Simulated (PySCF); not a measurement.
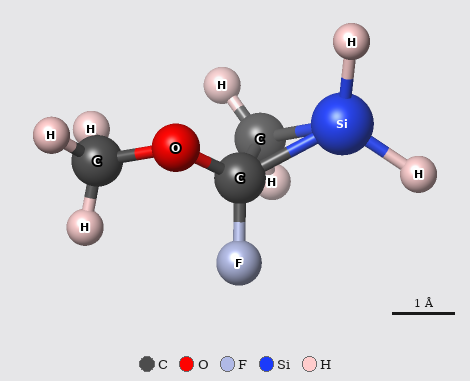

**Figure 1.** The structure as given in the input (ball-and-stick view, seen at a tilt). Bond lengths as drawn: C–C 1.53 Å, C–F 1.37 Å, C–H 1.10 Å, C–O 1.36 to 1.41 Å, C–Si 1.88 Å and H–Si 1.48 Å.

**Excited-state calculation of C3H7FOSi**

C3H7FOSi, computed with TDDFT CAM-B3LYP/def2-SVPD, vertical, gas phase, core orbitals frozen in the response (PySCF 2.14.0).

The geometry comes from this level: PBE0-D3(BJ)/def2-SVP. It belongs to a series of runs on one base structure; here: constitutional isomer.

## What the program printed
```
coarse grid: 11400 points
cycle   1  E = -582.4402893301  dE =  7.975e-01  |g| = 6.763e-01  |ddm| = 4.479e+00
cycle   2  E = -582.4231010276  dE =  1.719e-02  |g| = 7.981e-01  |ddm| = 1.453e+00
cycle   3  E = -582.5293171894  dE = -1.062e-01  |g| = 5.766e-02  |ddm| = 7.395e-01
cycle   4  E = -582.5298742043  dE = -5.570e-04  |g| = 2.778e-02  |ddm| = 1.099e-01
cycle   5  E = -582.5300636531  dE = -1.894e-04  |g| = 7.033e-03  |ddm| = 4.729e-02
cycle   6  E = -582.5300766820  dE = -1.303e-05  |g| = 1.217e-03  |ddm| = 1.262e-02
cycle   7  E = -582.5300769712  dE = -2.892e-07  |g| = 7.575e-04  |ddm| = 3.086e-03
final grid: 105968 points
cycle   8  E = -582.6206793624  dE = -2.609e-05  |g| = 4.101e-03  |ddm| = 5.031e-02
cycle   9  E = -582.6206782942  dE =  1.068e-06  |g| = 5.013e-03  |ddm| = 9.986e-03
cycle  10  E = -582.6206826754  dE = -4.381e-06  |g| = 3.347e-04  |ddm| = 4.147e-03
cycle  11  E = -582.6206826954  dE = -1.993e-08  |g| = 1.601e-04  |ddm| = 6.382e-04
cycle  12  E = -582.6206827009  dE = -5.581e-09  |g| = 4.221e-05  |ddm| = 2.616e-04
cycle  13  E = -582.6206827013  dE = -3.710e-10  |g| = 1.231e-05  |ddm| = 6.992e-05
```

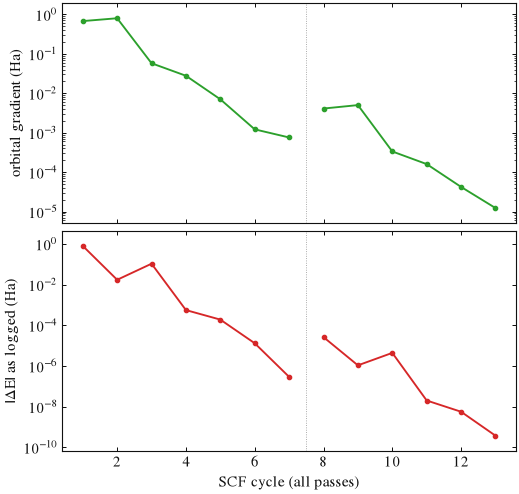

**Figure 2.** Convergence of the self-consistent field: orbital gradient and size of the energy change against the SCF cycle. The dotted line marks the change from a coarse to the final integration grid. The first 7 cycles use a coarse grid, the final grid takes over at cycle 8, and the field converges after 13 cycles in all.

```
converged SCF energy = -582.6206827013

Static polarisability (au): isotropic 69.569, principal 59.774 62.364 86.568

Singlet excitations
state   eV       nm        f      main configurations
  1   6.2530    198.3   0.14072   H->L 0.91
  2   6.7368    184.0   0.00487   H->L+1 0.45, H->L+4 0.35, H->L+5 0.12
  3   6.8487    181.0   0.00167   H->L+3 0.44, H->L+1 0.30, H->L+4 0.13
  4   7.0142    176.8   0.05090   H-1->L 0.71, H->L+4 0.09
  5   7.1968    172.3   0.05090   H->L+2 0.73, H->L+3 0.11
  6   7.4890    165.6   0.02295   H->L+4 0.32, H->L+3 0.23, H->L+1 0.14
  7   7.7853    159.3   0.00376   H-1->L+1 0.46, H-1->L+4 0.21
  8   7.8965    157.0   0.00401   H-1->L+3 0.30, H-1->L+4 0.28, H-1->L+1 0.23
  9   7.9549    155.9   0.02507   H->L+5 0.57, H->L+6 0.12, H->L+2 0.10
 10   8.1010    153.0   0.00265   H-2->L 0.78

Triplet excitations (Tamm-Dancoff, eV): 4.9532 6.1922 6.2788 6.6291
Vertical ionisation energy (delta-SCF) = 9.2196 eV
```

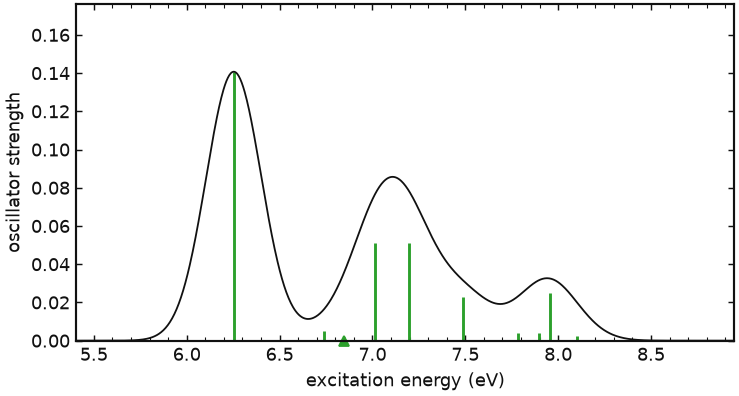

**Figure 3.** Computed excitations as sticks (degenerate states added up, dark ones marked on the axis), with a Gaussian envelope of 0.35 eV full width at half maximum, scaled to the tallest. Of the 10 states the lowest lies at 6.25 eV (f = 0.141); the strongest line is at 6.25 eV, or 198 nm (f = 0.141).

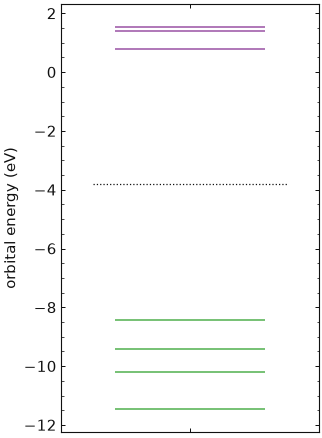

**Figure 4.** Orbital energies near the frontier; the dotted line parts filled from empty levels, and levels within 0.02 eV of each other stand side by side. Highest filled −8.42 eV, lowest empty 0.79 eV, 9.21 eV apart.

This output came from the following input.

## Input file
```
{"job": {"kind": "uv", "xc": "CAM-B3LYP", "basis": "def2-SVPD", "ip": true}, "charge": 0, "multiplicity": 1}
C      1.853173     0.803624     0.137710
O      0.828494     0.201814     0.902459
C     -0.410369     0.282630     0.350567
F     -0.868694     1.575379     0.302683
C     -0.695561    -0.491005    -0.933186
Si    -1.656964    -1.101720     0.566648
H      1.971695     0.311414    -0.843770
H      2.784510     0.694028     0.707384
H      1.651241     1.874214    -0.024799
H     -1.233089     0.061966    -1.711996
H      0.126136    -1.106280    -1.318243
H     -1.249043    -2.376618     1.205335
H     -3.095896    -0.752342     0.650138
```

The first line tells a small driver script what to run in PySCF; the rest is the geometry in Å.

Command:
```bash
OMP_NUM_THREADS=1 python <driver script> task.json out
```

## Key numbers

| quantity | value |
| --- | --- |
| outcome | converged |
| total energy | −582.620683 hartree |
| HOMO | −8.42 eV |
| LUMO | 0.79 eV |
| dipole moment | 1.82 D |
| mean polarisability | 69.57 a.u. |
| vertical ionisation energy | 9.22 eV |
| lowest singlet excitation | 6.25 eV |
| hardware | 1 CPU thread, shared host |
| wall time | 2.6 min |
| peak memory | 1 GiB |
